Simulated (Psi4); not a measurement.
# BGeH4 (SMILES [BH2][GeH2]): UB3LYP/6-31G(d) (spherical functions)

Aim: the vertical doublet–quartet gap of BGeH4 at UB3LYP/6-31G* (spherical functions), from 2 runs. 

The calculation is run with Psi4 1.11.

2 further runs of the same task are left out: 2 set aside as unsound or not needed.

## (1) The structure to begin with

BGeH4: 6 atoms, total charge 0, spin state doublet. As SMILES, `[BH2][GeH2]`. Geometry: a GFN2-xTB relaxation, a rough one for these elements and not checked as a minimum.

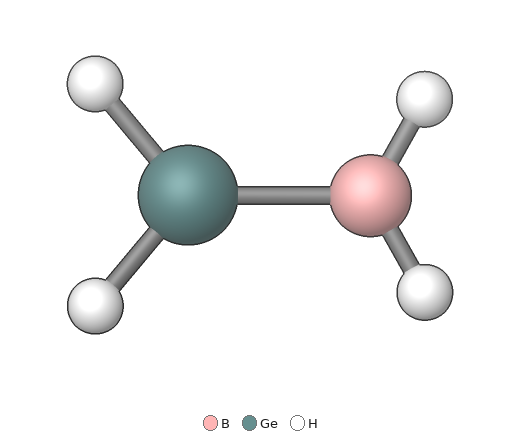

Viewed from a chosen angle; boron pink, germanium teal, hydrogen white.

## (2) Energy and forces at UB3LYP/6-31G(d) (spherical functions)

The input, job.py:

```python
import psi4

psi4.set_memory(1600000000)
psi4.set_num_threads(1)
psi4.core.set_output_file('psi4.out', False)

molecule = psi4.geometry("""
0 2
B
Ge 1 1.92196
H 1 1.16956 2 119.2583
H 1 1.169428 3 121.62169 2 179.51016
H 2 1.52823 1 129.82496 4 0.59533
H 2 1.527768 5 100.43005 1 -179.06121
units angstrom
symmetry c1
""")

options = {'basis': '6-31G*', 'reference': 'uks', 'puream': True, 'e_convergence': 1e-09, 'd_convergence': 1e-08, 'scf_type': 'pk', 'dft_radial_points': 99, 'dft_spherical_points': 590, 'maxiter': 200}
psi4.set_options(options)

E, wfn = psi4.gradient("B3LYP", molecule=molecule, return_wfn=True)
psi4.oeprop(wfn, "QUADRUPOLE", "DIPOLE", "LOWDIN_CHARGES")
print('gradient / Eh bohr^-1')
print(E.np.round(6))
print(f'energy = {wfn.energy():.10f} Eh')
for k, v in sorted(psi4.core.scalar_variables().items()):
    print(f'{k:45s} {v:18.10f}')
```

Launch:

```console
python job.py
```

psi4.out:

```text
[...]
  Running in c1 symmetry.
[...]
  Nuclear repulsion =   86.055499738315973
[...]
  Multiplicity = 2
[...]
  Nalpha       = 21
  Nbeta        = 20
[...]
    Number of basis functions: 54
[...]
   @UKS iter   1: -2102.53709050465568   -2.12765e+00   4.95675e-02 DIIS/ADIIS
[...]
   @UKS iter  12: -2103.94938339681084   -2.72848e-12   3.86813e-09 DIIS
[...]
   @S^2 Observed:                7.518328727E-01
[...]
  @UKS Final Energy: -2103.94938339681084
   => Energetics <=
    Nuclear Repulsion Energy =             86.0554997383159730
    One-Electron Energy =               -3099.9435809269953097
    Two-Electron Energy =                 978.0039712229079214
    DFT Exchange-Correlation Energy =     -68.0652734310393583
    Empirical Dispersion Energy =           0.0000000000000000
    VV10 Nonlocal Energy =                  0.0000000000000000
    Total Energy =                      -2103.9493833968108447
[...]
  -Total Gradient:
     Atom            X                  Y                   Z
    ------   -----------------  -----------------  -----------------
       1        0.000292461966     0.000050459342     0.010950733770
       2       -0.000281473156     0.000006375792    -0.023229685648
       3       -0.000148232883    -0.009683868343     0.005527037334
       4       -0.000006488910     0.009736355796     0.005634879780
       5        0.000131612443     0.010091754999     0.000630748664
       6        0.000011968413    -0.010201093056     0.000484188017
[...]
 Multipole Moments:
 ------------------------------------------------------------------------------------
     Multipole            Electronic (a.u.)      Nuclear  (a.u.)        Total (a.u.)
 ------------------------------------------------------------------------------------
 L = 1.  Multiply by 2.5417464519 to convert [e a0] to [Debye]
 Dipole X            :         -0.0161649            0.0162956            0.0001307
 Dipole Y            :         -0.0000754           -0.0003162           -0.0003915
 Dipole Z            :          3.0385101           -2.7971785            0.2413316
 Magnitude           :                                                    0.2413319
 L = 2.  Multiply by 1.3450342976 to convert [e a0^2] to [Debye ang]
 Quadrupole XX       :        -18.9402637            0.0020237          -18.9382400
 Quadrupole XY       :         -0.1191555            0.1140639           -0.0050916
[...]
```

The script printed:

```text
gradient / Eh bohr^-1
[[ 2.9200e-04  5.0000e-05  1.0951e-02]
 [-2.8100e-04  6.0000e-06 -2.3230e-02]
 [-1.4800e-04 -9.6840e-03  5.5270e-03]
 [-6.0000e-06  9.7360e-03  5.6350e-03]
 [ 1.3200e-04  1.0092e-02  6.3100e-04]
 [ 1.2000e-05 -1.0201e-02  4.8400e-04]]
energy = -2103.9493833968 Eh
CURRENT ENERGY                                  -2103.9493833968
CURRENT REFERENCE ENERGY                        -2103.9493833968
DD SOLVATION ENERGY                                 0.0000000000
DFT FUNCTIONAL TOTAL ENERGY                     -2103.9493833968
DFT TOTAL ENERGY                                -2103.9493833968
DFT VV10 ENERGY                                     0.0000000000
DFT XC ENERGY                                     -68.0652734310
GRID ELECTRONS ALPHA                               20.9999999104
GRID ELECTRONS BETA                                19.9999999560
GRID ELECTRONS TOTAL                               40.9999998664
NUCLEAR REPULSION ENERGY                           86.0554997383
ONE-ELECTRON ENERGY                             -3099.9435809270
PCM POLARIZATION ENERGY                             0.0000000000
PE ENERGY                                           0.0000000000
SCF ITERATION ENERGY                            -2103.9493833968
SCF ITERATIONS                                     12.0000000000
SCF TOTAL ENERGY                                -2103.9493833968
TWO-ELECTRON ENERGY                               978.0039712229
XC GRID RADIAL POINTS                              99.0000000000
XC GRID SPHERICAL POINTS                          590.0000000000
XC GRID TOTAL POINTS                           334600.0000000000
```

Run time: 23 s. Hardware: 1 thread of Intel Xeon Platinum 8259CL at 2.50GHz (Skylake/Cascade Lake), shared host; peak memory 0.69 GiB.

## (3) The quartet: the energy at UB3LYP/6-31G(d) (spherical functions)

The input, input.json:

```json
{
  "schema_name": "qcschema_input",
  "schema_version": 1,
  "molecule": {
    "schema_name": "qcschema_molecule",
    "schema_version": 2,
    "symbols": ["B", "Ge", "H", "H", "H", "H"],
    "geometry": [-0.02418849, -2.05898889, 0.23589451, 0.02405621, 1.54982109, -0.17083124, -1.46380075, -2.96806054, 1.64510108, 1.39936109, -3.29075018, -0.92165723, 1.6849932, 3.19832367, -1.86313768, -1.62042125, 3.56963596, 1.07463056],
    "molecular_charge": 0,
    "molecular_multiplicity": 4,
    "fix_symmetry": "c1"
  },
  "driver": "energy",
  "model": {
    "method": "b3lyp",
    "basis": "6-31G*"
  },
  "keywords": {
    "reference": "uks",
    "puream": true,
    "e_convergence": 1e-09,
    "d_convergence": 1e-08,
    "scf_type": "pk",
    "dft_radial_points": 99,
    "dft_spherical_points": 590,
    "maxiter": 200,
    "scf_properties": ["LOWDIN_CHARGES", "MULLIKEN_CHARGES", "WIBERG_LOWDIN_INDICES"]
  }
}
```

Launch:

```console
psi4 --qcschema input.json -n 1 --memory 1600MB
```

stdout:

```text
[...]
  Running in c1 symmetry.
[...]
  Nuclear repulsion =   86.055500773819489
[...]
  Multiplicity = 4
[...]
  Nalpha       = 22
  Nbeta        = 19
[...]
    Number of basis functions: 54
[...]
   @UKS iter   1: -2102.28268089902804   -1.87324e+00   4.96129e-02 DIIS/ADIIS
[...]
   @UKS iter  15: -2103.73966343321672   -3.18323e-12   6.48360e-09 DIIS
[...]
   @S^2 Observed:                3.753992910E+00
[...]
    Orbital Energies [Eh]
    ---------------------
    Alpha Occupied:
       1A   -398.771527     2A    -49.849425     3A    -44.374043
       4A    -44.373466     5A    -44.372157     6A     -6.740393
       7A     -6.279833     8A     -4.452938     9A     -4.450194
      10A     -4.447288    11A     -1.256985    12A     -1.255366
      13A     -1.254411    14A     -1.250049    15A     -1.249172
      16A     -0.620523    17A     -0.508268    18A     -0.394542
      19A     -0.366760    20A     -0.354182    21A     -0.250837
      22A     -0.113331
    Alpha Virtual:
      23A      0.012309    24A      0.036387    25A      0.085895
[...]
  @UKS Final Energy: -2103.73966343321672
   => Energetics <=
    Nuclear Repulsion Energy =             86.0555007738194888
    One-Electron Energy =               -3098.6860772212080519
    Two-Electron Energy =                 976.9331374676980886
    DFT Exchange-Correlation Energy =     -68.0422244535259466
    Empirical Dispersion Energy =           0.0000000000000000
    VV10 Nonlocal Energy =                  0.0000000000000000
    Total Energy =                      -2103.7396634332167196
[...]
 Multipole Moments:
 ------------------------------------------------------------------------------------
     Multipole            Electronic (a.u.)      Nuclear  (a.u.)        Total (a.u.)
 ------------------------------------------------------------------------------------
 L = 1.  Multiply by 2.5417464519 to convert [e a0] to [Debye]
 Dipole X            :          0.0484964           -0.0478953            0.0006011
 Dipole Y            :          3.2375644           -2.7805672            0.4569971
 Dipole Z            :         -0.3603663            0.3010431           -0.0593232
 Magnitude           :                                                    0.4608318
[...]
  Mulliken Charges: (a.u.)
   Center  Symbol    Alpha    Beta     Spin     Total
       1     B     3.28041  1.89715  1.38326 -0.17757
       2    GE    16.79721 15.34249  1.45471 -0.13970
       3     H     0.48835  0.45908  0.02927  0.05257
       4     H     0.48922  0.45761  0.03161  0.05317
       5     H     0.47207  0.42245  0.04962  0.10548
       6     H     0.47274  0.42122  0.05152  0.10604
   Total alpha = 22.00000, Total beta = 19.00000, Total charge = -0.00000
  Lowdin Charges: (a.u.)
   Center  Symbol    Alpha    Beta     Spin     Total
[...]
```

The result, in JSON:

```text
{
 "driver": "energy",
 "model": {
  "method": "b3lyp",
  "basis": "6-31G*"
 },
 "success": true,
 "return_result": -2103.7396634332167,
 "properties": {
  "calcinfo_nbasis": 54,
  "calcinfo_nmo": 54,
  "calcinfo_nalpha": 22,
  "calcinfo_nbeta": 19,
  "calcinfo_natom": 6,
  "nuclear_repulsion_energy": 86.05550077381949,
  "return_energy": -2103.7396634332167,
  "scf_one_electron_energy": -3098.686077221208,
  "scf_two_electron_energy": 976.9331374676981,
  "scf_xc_energy": -68.04222445352595,
  "scf_dipole_moment": [0.0006010918709737287, 0.4569971153383334, -0.05932319230553801],
  "scf_total_energy": -2103.7396634332167,
  "scf_iterations": 15
 }
}
```

Wall time 22 s (1 thread of Intel Xeon Platinum 8259CL at 2.50GHz (Skylake/Cascade Lake), shared host); peak memory 0.69 GiB.

## (4) What came out

At UB3LYP/6-31G* (spherical functions):

| quantity | value |
| --- | --- |
| doublet: total energy | -2103.94938 Eh |
| doublet: dipole moment | 0.61 D |
| doublet: HOMO energy (highest over α and β) | -6.03 eV |
| doublet: LUMO energy (lowest over α and β) | -3.65 eV |
| doublet: ⟨S²⟩ | 0.752 |
| doublet: largest force on an atom | 1.195 eV/Å |
| quartet: total energy | -2103.73966 Eh |
| quartet: dipole moment | 1.17 D |
| quartet: HOMO energy (highest over α and β) | -3.08 eV |
| quartet: ⟨S²⟩ | 3.754 |
| vertical energy of the quartet above the doublet | 5.707 eV |

In words: At this shape the quartet lies 5.71 eV (551 kJ/mol) above the doublet. The largest force (doublet) is 1.19 eV/Å: the shape isn't a stationary point for this species at this level.
